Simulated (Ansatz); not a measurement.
**Errors in the atomisation enthalpy at 298 K**

8 molecules, all hydrocarbons; the atomisation enthalpy at 298 K in kJ/mol, computed less measured. Shapes, held fixed at every level: PBE0-D4/def2-TZVP. Flexible molecules stand in one conformer, not always the lowest. Thermal terms are harmonic and unscaled (PBE0-D4/def2-TZVP); the spin-orbit lowering of the free atoms is taken from their spectra. Programs: Ansatz 0.2.0. Measured values: Active Thermochemical Tables, CRC Handbook of Chemistry and Physics.

Levels: A = PBE-D4/def2-TZVPP; B = PBE0-D4/def2-TZVPP; C = MP2/def2-TZVPP.

```csv
molecule,from tabulated heats,A,B,C
C2H2 (acetylene),1641,+40,-4,-8
CH4 (methane),1663,+1,-10,-42
C2H4 (ethylene),2253,+37,+3,-40
C3H4 (propyne),2837,+72,+16,-21
C3H6 (propene),3438,+63,+17,-53
"C5H8 (1,2-pentadiene)",5188,+136,+49,-62
C5H8 (methylenecyclobutane),5207,+135,+59,-53
C6H10 (cyclohexene),6486,+148,+67,-66
```

Question: Which level does best on this set, which worst, and which err to one side?

Answer: 
```
             level                 kind  mean error  mean absolute error  worst case
 PBE-D4/def2-TZVPP                  GGA       +79.0                 79.0       C6H10
PBE0-D4/def2-TZVPP        global hybrid       +24.6                 28.1       C6H10
    MP2/def2-TZVPP  perturbation theory       -43.1                 43.1       C6H10
```

On this set PBE0-D4/def2-TZVPP has the smallest mean absolute error and PBE-D4/def2-TZVPP the largest. PBE-D4/def2-TZVPP is too high in 8 of 8; PBE0-D4/def2-TZVPP is too high in 6 of 8; MP2/def2-TZVPP is too low in 8 of 8. Heats of the atoms come from ATcT where it has them. For PBE-D4/def2-TZVPP and PBE0-D4/def2-TZVPP and MP2/def2-TZVPP the error tends to grow with the atomisation enthalpy. Correlated wave functions converge slowly with the basis. The set is small.

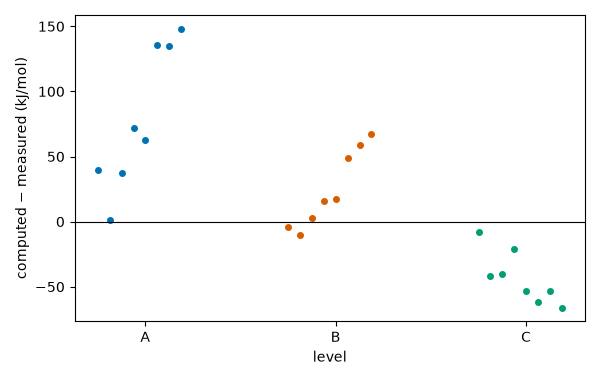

Errors of each level, one point a molecule.
